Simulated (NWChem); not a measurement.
## CH5GaS: energy and gradient calculation

The run: energy and gradient calculation of CH5GaS. Method and program: HF/STO-3G, RHF (NWChem 7.3.0).

The geometry comes from this level: GFN2-xTB.

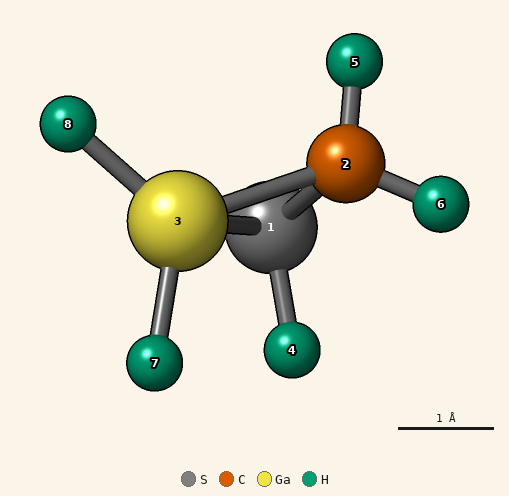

The input geometry (ball-and-stick view, seen at a tilt; atoms are numbered from 1 in the order of the input). Sticks mark near contacts.

Results in brief:

| quantity | value |
| --- | --- |
| outcome | converged |
| total energy | −2334.349518 hartree |
| basis functions | 37 |
| largest force | 2.991 eV/Å |
| HOMO | −6.86 eV |
| LUMO | 7.01 eV |
| dipole moment | 1.74 D |
| hardware | 1 thread of AMD EPYC (Zen 5), 16 GiB of memory available, shared host |
| wall time | 6 s |
| peak memory | 0.1 GiB |

The input:
```python
from ase import Atoms
from ase.calculators.nwchem import NWChem

molecule = Atoms(['S', 'C', 'Ga', 'H', 'H', 'H', 'H', 'H'], positions=[
    [-1.347940, 0.517150, 0.523480],
    [0.442760, 0.917560, 0.089790],
    [0.481000, -1.079710, -0.056020],
    [-1.754070, 0.310910, -0.734690],
    [0.855290, 1.329620, 1.015150],
    [0.431230, 1.702090, -0.666910],
    [-0.034930, -1.787380, -1.338360],
    [0.926670, -1.910230, 1.167560],
])

calc = NWChem(
    label='ch5gas',
    theory='scf',
    memory='2200 mb',
    basis='STO-3G',
    basispar='spherical bse',
    scf={'nopen': '0', 'rhf': None, 'thresh': '1e-08', 'maxiter': '80'},
)
molecule.calc = calc

forces = molecule.get_forces()
print("Total energy (eV):", round(molecule.get_potential_energy(), 6))
print("forces (eV/A):")
for s, f in zip(molecule.symbols, forces):
    print(f"{s:2s} {f[0]:10.5f} {f[1]:10.5f} {f[2]:10.5f}")
print("dipole (e A):", molecule.get_dipole_moment().round(4))
```

File ch5gas.nwi:
```
title "ch5gas"

permanent_dir ch5gas

scratch_dir ch5gas

start ch5gas

geometry units angstrom nocenter noautosym noautoz
  S  -1.3479399999999999e+00 5.1715000000000000e-01 5.2347999999999995e-01
  C  4.4275999999999999e-01 9.1756000000000004e-01 8.9789999999999995e-02
  Ga 4.8099999999999998e-01 -1.0797099999999999e+00 -5.6020000000000000e-02
  H  -1.7540700000000000e+00 3.1091000000000002e-01 -7.3468999999999995e-01
  H  8.5528999999999999e-01 1.3296200000000000e+00 1.0151500000000000e+00
  H  4.3123000000000000e-01 1.7020900000000001e+00 -6.6691000000000000e-01
  H  -3.4930000000000003e-02 -1.7873800000000000e+00 -1.3383600000000000e+00
  H  9.2666999999999999e-01 -1.9102300000000001e+00 1.1675599999999999e+00
end

memory 2200 mb

basis spherical bse noprint
   * library STO-3G
end

scf
  nopen 0
  rhf
  thresh 1e-08
  maxiter 80
end

task scf gradient
```

Launch command:
```bash
export ASE_NWCHEM_COMMAND="nwchem PREFIX.nwi > PREFIX.nwo"
python run.py
```

Output:
```
Total energy (eV): -63520.885841
forces (eV/A):
S     1.16327   -0.94987   -0.56641
C    -0.87675   -2.63487    0.47617
Ga   -0.53458    0.52404    0.19479
H    -0.11714    0.41328    0.24821
H    -0.01080   -0.13678   -0.43133
H     0.32129   -0.49715   -0.12398
H     0.95151    1.52610    2.38933
H    -0.89680    1.75524   -2.18672
dipole (e A): [-0.2025  0.2914 -0.0747]
```

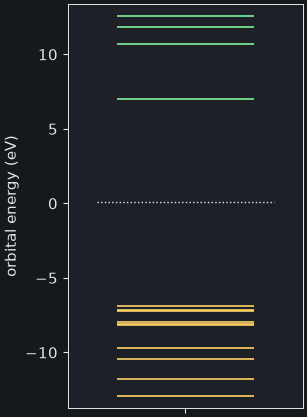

Orbital energies near the frontier; the dotted line parts filled from empty levels, and levels within 0.02 eV of each other stand side by side. Highest filled −6.86 eV, lowest empty 7.01 eV, 13.87 eV apart.

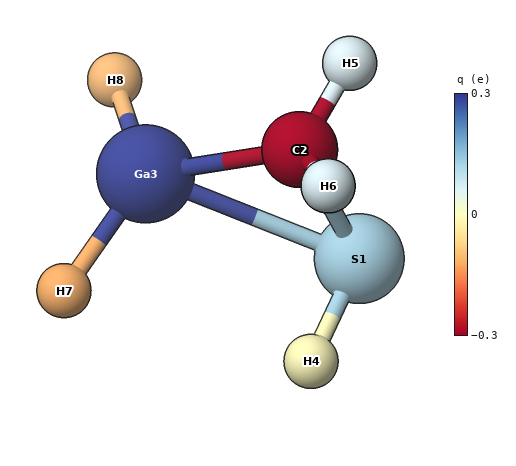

Mulliken charges, as the colour of each atom (ball-and-stick view, seen at a tilt; atoms are numbered from 1 in the order of the input). By element: S +0.13, C −0.29, Ga +0.29 and H −0.12 to +0.06 e.
